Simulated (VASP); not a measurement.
Band structure of Cr (relaxed from the simple-cubic structure, space group Pm-3m). Computed with r2SCAN meta-GGA, VASP's PBE PAW potentials (set 64) (plane waves; VASP).

The moments were started parallel, and other spin orders were not tried in this run.

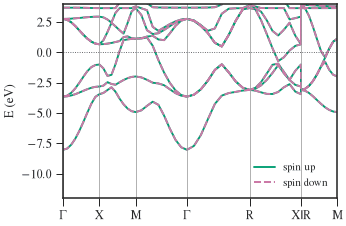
Figure. Bands along high-symmetry lines, zero at the valence-band maximum or, without a gap, the Fermi level

Task: Read the plot: is there a gap, and where are the band edges?

Result: It has no gap at this level: it comes out as a metal or semimetal.

The structure was generated: Cr was put into the simple-cubic type (Pm-3m), which need not be its known phase. It was relaxed first, which changed the volume by -7 %.
